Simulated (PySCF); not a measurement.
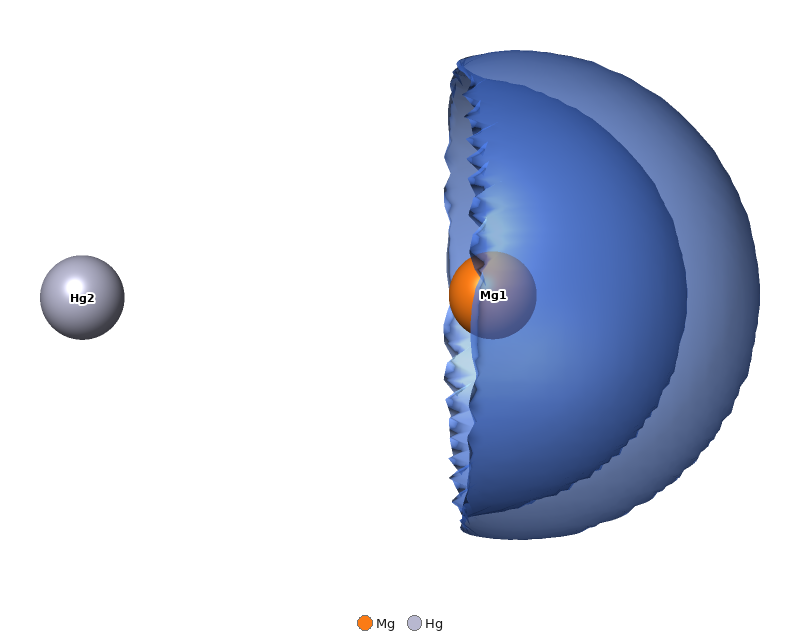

*MgHg (charge +1, doublet). Isosurface of the electron localisation function at 0.9 (blue), seen from one side. Core shells and regions of very low density are left out.*

Core potentials replace the inner electrons of Hg.

Theory: PBE0/def2-SVPD, non-relativistic Hamiltonian with scalar-relativistic core potentials where named, at a bond length of 2.888 Å in PySCF.

```json
{"atom": "Mg", "x (Å)": "0.0000", "y (Å)": "0.0000", "z (Å)": "-2.5814"}
{"atom": "Hg", "x (Å)": "0.0000", "y (Å)": "0.0000", "z (Å)": "0.3066"}
```

Identify the bonds, lone pairs and shells in this picture.

Answer. The ELF exceeds this value in one region wrapped around Mg (its valence shell). Profiles from the grid: Mg–Hg (2.89 Å): the ELF is about 0.45 at the midpoint.
